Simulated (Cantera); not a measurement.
A closed system holds: 1 mol CuO, 0.99 mol CO, held at 0.100 bar.

Method: chemical equilibrium by Gibbs-energy minimisation in Cantera with the NASA 1993 tables (ideal gas, pure condensed phases). Candidate condensed phases: C, Cu, CuO, Cu2O; 15 gas species. Each liquid is taken as pure. Mutual solubility and eutectic melting of coexisting phases are not modelled. Equilibrium is a limit: real reactors are often held back by kinetics, nucleation or transport.

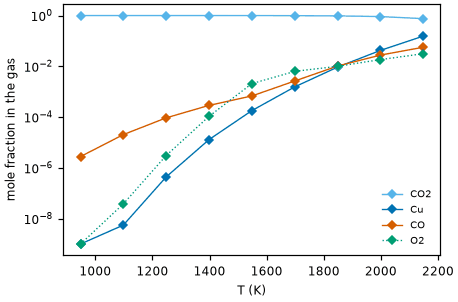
Figure. Equilibrium gas composition (values under 1e-9 drawn at 1e-9)

**Question.** Read off the mole fractions at 1848 K.

**Answer.** CO2 about 0.97, CO about 0.010, O2 about 0.010, Cu about 0.0093.
